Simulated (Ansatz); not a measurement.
**GeTe₄: single-point calculation**

- system: GeTe₄
- method: RHF-CCSD(T), frozen core/def2-SVP (Ansatz 0.2.0)

The geometry comes from this level: PBE-D4/def2-SVP.

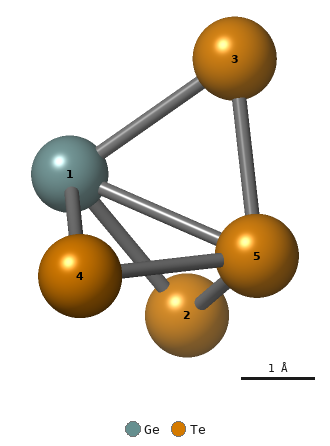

The structure (ball-and-stick view, seen at a tilt; atoms are numbered from 1 in the order of the input). Sticks mark near contacts.

### Key numbers

```csv
quantity,value
outcome,converged
total energy,−85549.7372 eV
mean-field energy,−85529.6358 eV
CCSD correlation,−19.1480 eV
(T) correction,−0.9534 eV
T1 diagnostic,0.017
SCF solution under orbital rotations,stable
HOMO,−7.51 eV
LUMO,−0.20 eV
hardware,"4 threads of Arm Neoverse V1, 23 GiB of memory available, shared host"
wall time,57 s (CPU time 3.7 min)
peak memory,1.2 GiB
```

### Input
```yaml
crystal:
  periodic: [false, false, false]
  atoms:
    - {symbol: Ge, position_ang: [-1.502269, 0.302528, -0.288224]}
    - {symbol: Te, position_ang: [-0.599038, -1.912979, 1.255888]}
    - {symbol: Te, position_ang: [0.432247, -0.195332, -2.317596]}
    - {symbol: Te, position_ang: [0.241834, 2.092991, 1.076136]}
    - {symbol: Te, position_ang: [1.427214, -0.287208, 0.273795]}
basis:
  gaussian: {orbitals: def2-SVP, initial_orbitals: start.molden}
correlation: {method: ccsd_t}
scf: {omitted_lower_state_checks: [starts]}
output: {orbitals: {seedname: orbitals}}
```

Run as:
```bash
ansatz run in.yaml --threads 4 --pin off --events-out ev --progress --plain --max-ram 4787MiB
```

### Output
```
Functional definition: HF
  name "HF"
  cite "Fock, Z. Phys. 61, 126 (1930) doi:10.1007/BF01340294"
  parent pbe
  exchange = exact_x
  correlation = 0
these checks for a lower state are left out or cut short: starts
1648 factors; integrals over basis functions are off by at most 2.0e-4 eV
mean field evaluation 1: about -85528.0433 eV, gradient 4.5e1 eV
mean field evaluation 2: about -85529.1938 eV, gradient 2.0e0 eV
mean field evaluation 4: about -85529.6267 eV, gradient 1.3e0 eV
mean field evaluation 8: about -85529.6358 eV, gradient 3.9e-4 eV
mean field evaluation 16: about -85523.8734 eV, gradient 1.4e1 eV
mean field evaluation 32: about -85523.4793 eV, gradient 4.8e-2 eV
mean field -85529.63584523 eV, -3143.1561432427 hartree, gradient 6.4e-6 eV, S^2 0.000000; 0 other end points of the search recorded, 0 dependent functions left out
25 core orbitals not correlated: weight in the atoms' cores, before any rotation towards them, 1.000 or more for the frozen orbitals, at most 0.000 for the correlated occupied ones
reference -85529.63584523 eV, -3143.1561432427 hartree; 39, 39 occupied and 72, 72 virtual orbitals, 1648 factors
second order -18.80354876 eV of doubles, -0.00000000 eV of singles
cycle   1  -18.33861717 eV  change    4.6e-1 eV  update   1.6e-1
cycle   2  -19.02383733 eV  change   -6.9e-1 eV  update   5.3e-2
cycle   3  -19.16544136 eV  change   -1.4e-1 eV  update   3.5e-2
cycle   4  -19.13781271 eV  change    2.8e-2 eV  update   1.5e-2
cycle   5  -19.14539084 eV  change   -7.6e-3 eV  update   1.0e-2
cycle   6  -19.14798730 eV  change   -2.6e-3 eV  update   3.8e-3
cycle   7  -19.14735534 eV  change    6.3e-4 eV  update   2.0e-3
cycle   8  -19.14806641 eV  change   -7.1e-4 eV  update   6.7e-4
cycle   9  -19.14814892 eV  change   -8.3e-5 eV  update   3.8e-4
cycle  10  -19.14781947 eV  change    3.3e-4 eV  update   1.9e-4
cycle  11  -19.14798891 eV  change   -1.7e-4 eV  update   8.9e-5
cycle  12  -19.14797377 eV  change    1.5e-5 eV  update   2.9e-5
```

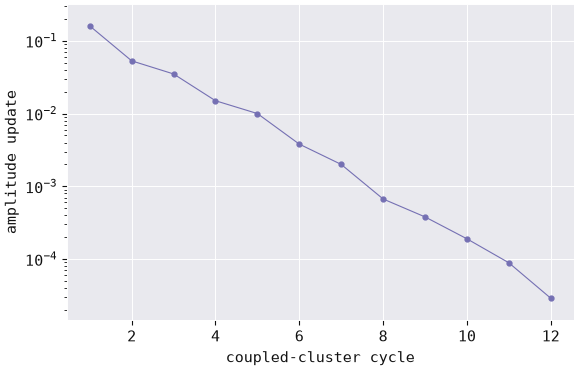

Convergence of the coupled-cluster equations: amplitude update against the coupled-cluster cycle. The residual falls at every step.

```
perturbative correction -0.95342052 eV, -0.0350375577 hartree
Total energy: -85549.73723951 eV, -3143.8948558575 hartree
Checks for a lower state left out: starts
```

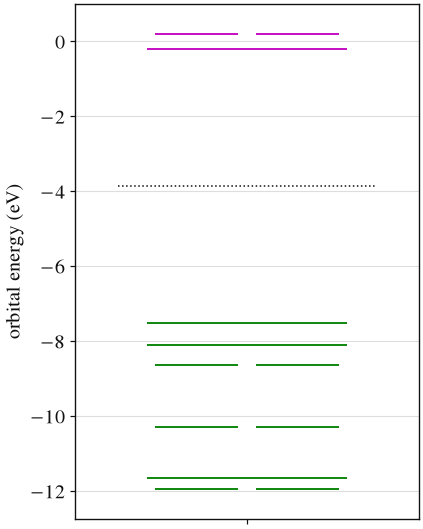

Orbital energies near the frontier; the dotted line parts filled from empty levels, and levels within 0.02 eV of each other stand side by side. Highest filled −7.51 eV, lowest empty −0.20 eV, 7.31 eV apart.
